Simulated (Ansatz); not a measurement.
## NbAs, response to strain

Base system: NbAs (space group I4_1md, No. 109; a = 3.474 Å, c = 11.749 Å; relaxed with 0.1 eV smearing).

Strains are applied to the cell and any free atomic positions relax.

All numbers come from PBE/PAW in Ansatz (a program for electronic structure), scalar-relativistic without spin-orbit coupling.

Notes on the quantities. energy relative to the base: free energy F.

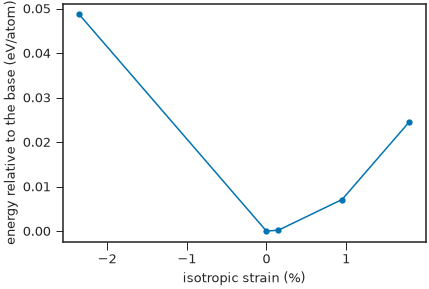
Fig. 1. Energy relative to the base against isotropic strain

**Question.** From the plot, what is the energy relative to the base for isotropic strain +1.79 %?

**Answer.** About 0.024 eV/atom.

**Question.** Is the trend monotonic over the range shown?

**Answer.** No, it turns within the range, spanning 0 meV/atom to +49 meV/atom.

Whether these cells are dynamically stable was not tested. The final runs are not spin-polarised.
